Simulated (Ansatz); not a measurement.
## Electronic structure of Cl3H3InP (SMILES [PH3+][In-]([Cl])([Cl])[Cl]) in real space

The calculation's input:

```
crystal:
  periodic: [false, false, false]
  atoms:
    - {symbol: P, position_ang: [-1.080401, -0.136402, 0.574912]}
    - {symbol: In, position_ang: [1.302095, 0.145475, -0.694677]}
    - {symbol: Cl, position_ang: [2.390548, -1.714392, 0.180369]}
    - {symbol: Cl, position_ang: [0.547064, 0.024119, -2.891219]}
    - {symbol: Cl, position_ang: [1.895953, 2.236517, 0.132635]}
    - {symbol: H, position_ang: [-1.504842, 0.914870, 1.409188]}
    - {symbol: H, position_ang: [-1.228445, -1.225937, 1.453747]}
    - {symbol: H, position_ang: [-2.229771, -0.301350, -0.220754]}
basis:
  gaussian: {orbitals: def2-TZVPP}
hamiltonian: {xc: pbe0, dispersion: d4}
output: {orbitals: {seedname: orbitals}}
```

Run with:

```sh
ansatz run in.yaml --threads 4 --pin off --events-out ev --progress --plain --max-ram 10444MiB
```

Geometry: PBE0-D4/def2-TZVP; core potentials replace the inner electrons of In.

All numbers below come from RKS PBE0-D4/def2-TZVPP in Ansatz.

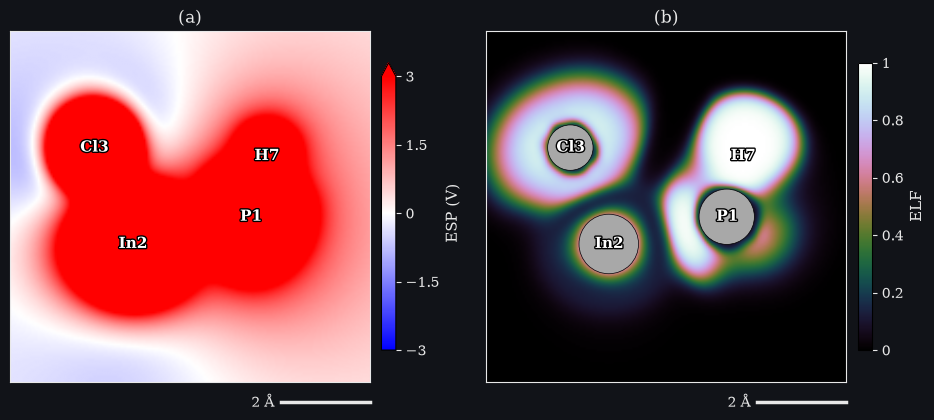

Figure 1. (a) electrostatic potential; (b) ELF on the plane of atoms P1, In2 and Cl3. Grey discs cover the atomic cores in the ELF map.

### What do the fields say about this system?

The section cuts through P, In, Cl and H sites.
In–Cl (2.33 Å): the ELF peaks at about 0.80 in the valence shell of Cl, 0.8 Å from its nucleus, and drops to about 0.15 between the two atoms.
In–P (2.71 Å): the ELF peaks at about 1 in the valence shell of P, 1.0 Å from its nucleus, and drops to about 0.15 between the two atoms.
P–H (1.41 Å): the ELF climbs to about 1 towards the hydrogen, as it does in any bond to H.
The ELF also peaks beside Cl3, away from the bonds: lone-pair regions.
Outside the dense part of the molecule the potential is most negative (−0.8 V) near Cl3.

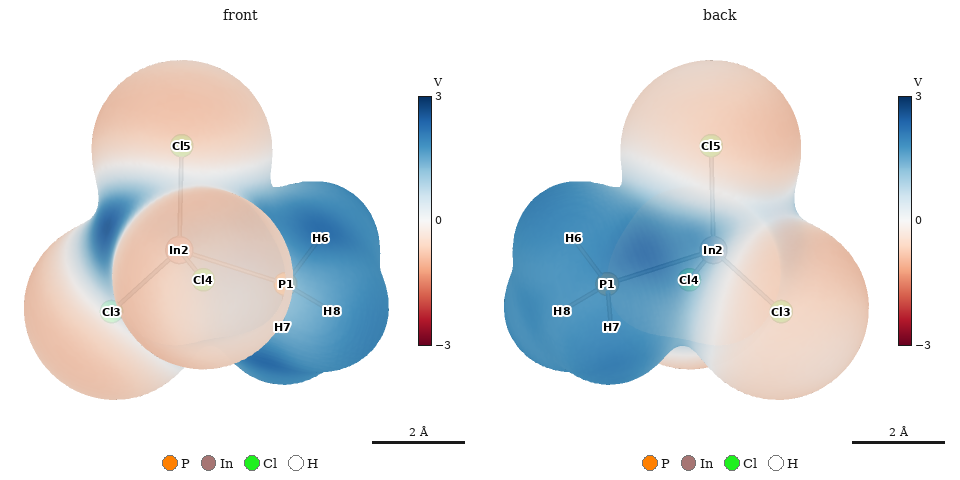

Figure 2. The molecular electrostatic potential painted on the density surface at 0.002 e/bohr³, seen from the front and from behind; the colour scale runs from red (negative) to blue (positive).

### Where is the surface potential most negative and most positive?

The most negative region (about −0.8 V, or −18 kcal/mol for a unit charge) lies over Cl3, Cl4 and Cl5, the most positive (about +2.3 V, or +53 kcal/mol for a unit charge) over P1 and In2.

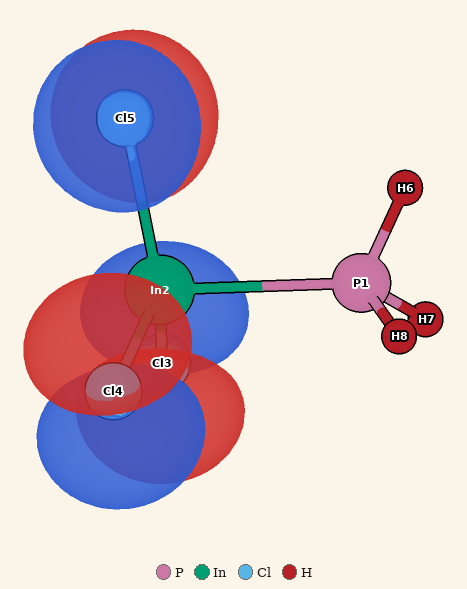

Figure 3. One frontier orbital at ±0.08 Å⁻³ᐟ² (blue and red are the two phases), seen at a tilt.

### Which orbital is it: HOMO or LUMO?

The HOMO, at −8.73 eV. Its weight (Hirshfeld) is mainly on Cl4 (about 30 %), Cl3 (about 30 %) and Cl5 (about 30 %); largely a combination of lone pairs on Cl4, Cl3 and Cl5.

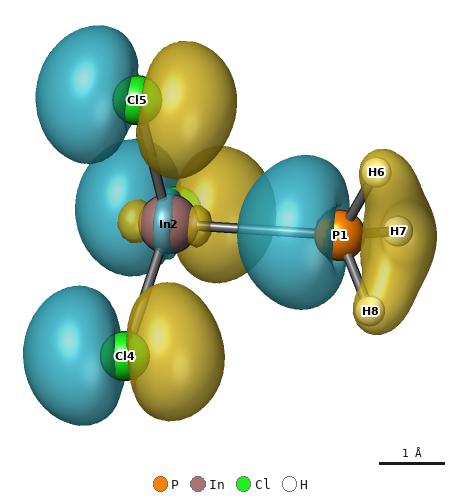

Figure 4. The HOMO−1 at ±0.08 Å⁻³ᐟ² (yellow and cyan are the two phases), seen at a tilt.

### What is the character of this orbital?

By Hirshfeld shares it lies mainly on Cl4 (about 25 %), Cl3 (about 25 %), Cl5 (about 25 %), P1 (about 15 %) and In2 (about 5 %); largely a combination of lone pairs on Cl4, Cl3, Cl5 and P1. Its energy is −8.81 eV.
